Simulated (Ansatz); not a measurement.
```yaml
atoms:
  - { symbol: Ga, position_ang: [0.0677, -0.2437, -0.0726] }
  - { symbol: Cl, position_ang: [-0.1506, -0.5373, 2.1191] }
  - { symbol: H, position_ang: [1.4379, 0.0584, -0.7070] }
  - { symbol: O, position_ang: [-1.4265, -0.5451, -0.9735] }
  - { symbol: H, position_ang: [-2.1913, -0.7420, -0.4205] }
  - { symbol: Br, position_ang: [-0.2730, 3.1449, 1.1409] }
  - { symbol: H, position_ang: [-0.2477, 2.0284, 2.1438] }
```

Not at a stationary point (largest force 1.5 eV/Å).

These are results of Ansatz 0.2.0, RKS PBE0-D4/def2-SVP, not measurements.

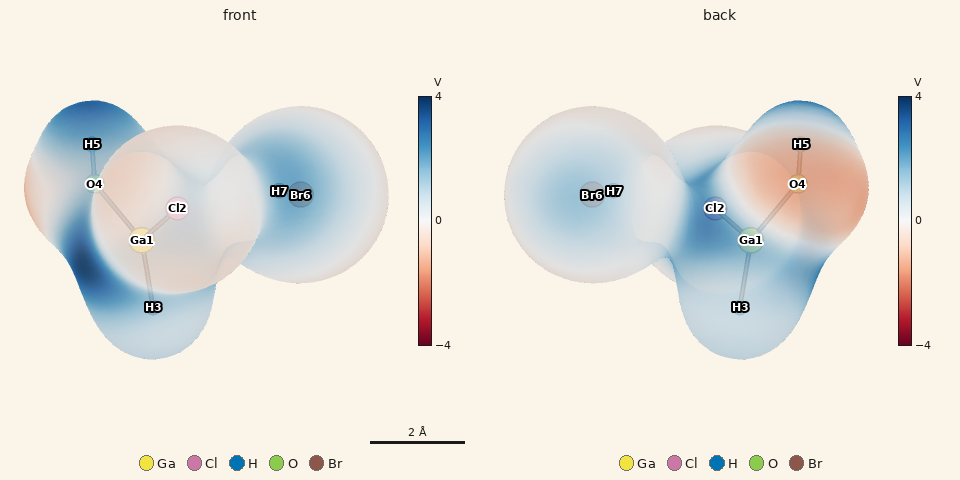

ClGaH₂O···HBr. The electrostatic potential painted on the density surface at 0.004 e/bohr³, seen from the front and from behind; red is negative and blue positive.

**Where is the surface potential most negative and most positive?**

The most negative region (about −1.6 V, or −37 kcal/mol for a unit charge) lies over O4, the most positive (about +3.8 V, or +88 kcal/mol for a unit charge) over Ga1. Br6 shows a σ-hole: about +1.4 V, or +32 kcal/mol for a unit charge at the tip opposite its bond, against about −0.1 V on its flanks. O4 is the likeliest acceptor of a hydrogen bond.
